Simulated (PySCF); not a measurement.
# C3H2Cl2O: the cost of one run

Programs: PySCF 2.14.0, with routines of our own; each step states its level. All values are computed. Atoms count from 0.

### 1 The starting structure

8 atoms, charge 0, multiplicity 1; geometry from: GFN2-xTB.

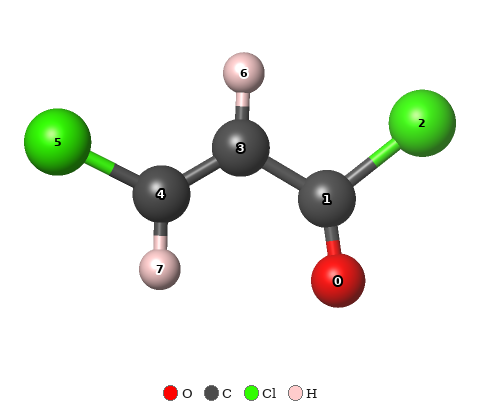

The starting geometry (oxygen red, carbon dark grey, chlorine green, hydrogen pink).

### 2 Geometry optimisation at PBE0-D3(BJ)/def2-SVP

Job settings and geometry (Å):

```
{"job": {"xc": "PBE0", "basis": "def2-SVP", "d3": "d3bj", "grid": 1, "kind": "geom"}, "charge": 0, "multiplicity": 1}
O     -1.448775     1.088566    -0.879615
C     -1.221730     0.215349    -0.103789
Cl    -2.549853    -0.593359     0.735441
C      0.069310    -0.329495     0.290337
C      1.187120     0.170128    -0.246938
Cl     2.736735    -0.385816     0.138171
H      0.083129    -1.128884     1.013289
H      1.153121     0.972923    -0.971461
```

Command:

```bash
OMP_NUM_THREADS=1 python excited_run.py task.json out
```

This one command runs all jobs of the session in turn.

**Question.** How long does this first job take on 1 thread of Arm Neoverse V1, shared host, and how much memory does it need?

About 14 s, with a peak of 0.48 GiB.
